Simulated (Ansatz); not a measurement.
**H₄InOSi₂ (charge +1): density, localisation and related maps**

```xyz
8

In    1.3123    0.2037   -1.1901
O    -0.3671    0.9033    0.5313
Si   -0.8235    0.0729    1.9995
Si   -0.9024    2.3726   -0.1407
H     0.4283   -0.0400    2.7858
H    -1.8555    0.9142    2.6534
H    -1.3345   -1.2461    1.5556
H     0.1002    2.1631   -1.3720
```

Geometry: r2SCAN-D4/def2-SVP; core potentials replace the inner electrons of In.

Level of theory: isolated molecule in a Gaussian basis; Kohn-Sham density functional theory, functional PBE0 in Ansatz 0.2.0.

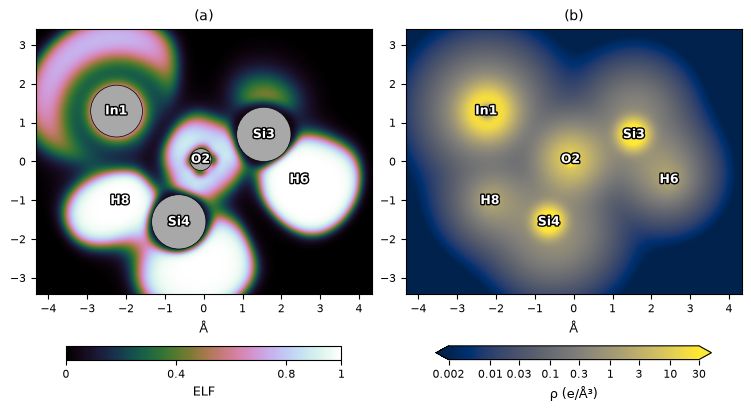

Figure 1. (a) ELF; (b) electron density on the plane of atoms O2, Si3 and H6. Grey discs cover the atomic cores in the ELF map.

### Interpret the plot.

- Atoms in the plane: In, O, Si and H.
- Si–O (1.70 Å): ρ at the midpoint is about 1 e/Å³; the ELF peaks at about 0.85 between the atoms; a shared but strongly polarised pair.
- In–O (2.50 Å): the density is about 0.24 e/Å³ at the midpoint; the ELF is about 0.10 at the midpoint.
- Si–H (1.48 Å): ρ at the midpoint is about 0.84 e/Å³; the ELF climbs to about 1 towards the hydrogen, as it does in any bond to H.
- Si–O (1.75 Å): the density is about 0.93 e/Å³ at the midpoint; the ELF peaks at about 0.85 between the atoms, as expected for a polar covalent bond.
- The ELF also peaks beside Si4, away from the bonds: lone-pair regions.

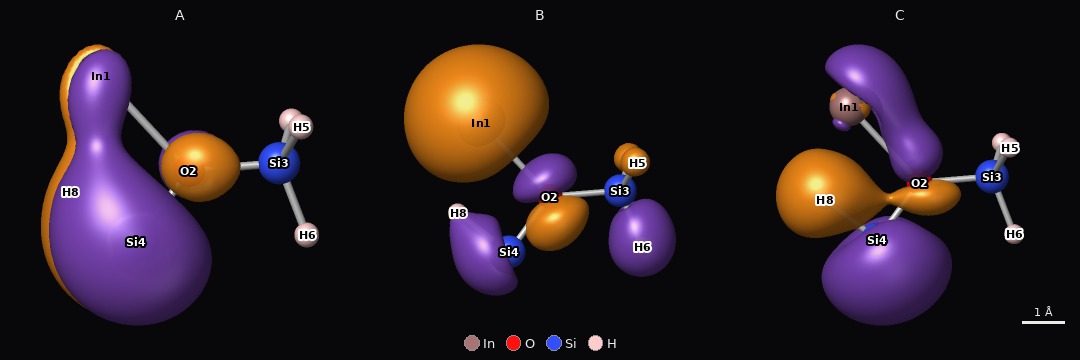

Figure 2. Three frontier orbitals at ±0.08 Å⁻³ᐟ² (orange and purple are the two phases), in no order.

### Order the three orbitals by energy and name them.

B is the HOMO−1 (−13.05 eV). It lies mainly on In1 (about 65 %), O2 (about 15 %) and Si4 (about 5 %). C is the HOMO (−11.64 eV). It lies mainly on Si4 (about 60 %), H8 (about 15 %), In1 (about 15 %) and O2 (about 5 %). A is the LUMO (−6.99 eV). By Hirshfeld shares it lies mainly on Si4 (about 70 %), In1 (about 15 %) and O2 (about 10 %).

### What is the HOMO–LUMO gap?

4.65 eV between the orbital energies.

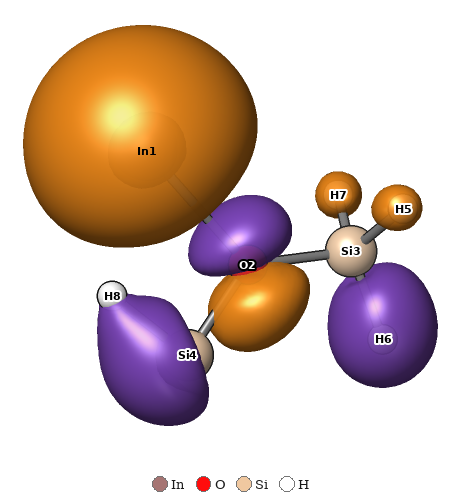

Figure 3. The HOMO−1 at ±0.08 Å⁻³ᐟ² (orange and purple are the two phases), seen at a tilt.

### Where does this orbital lie, and at what energy?

Its weight (Hirshfeld) is mainly on In1 (about 65 %), O2 (about 15 %) and Si4 (about 5 %). Its energy is −13.05 eV.
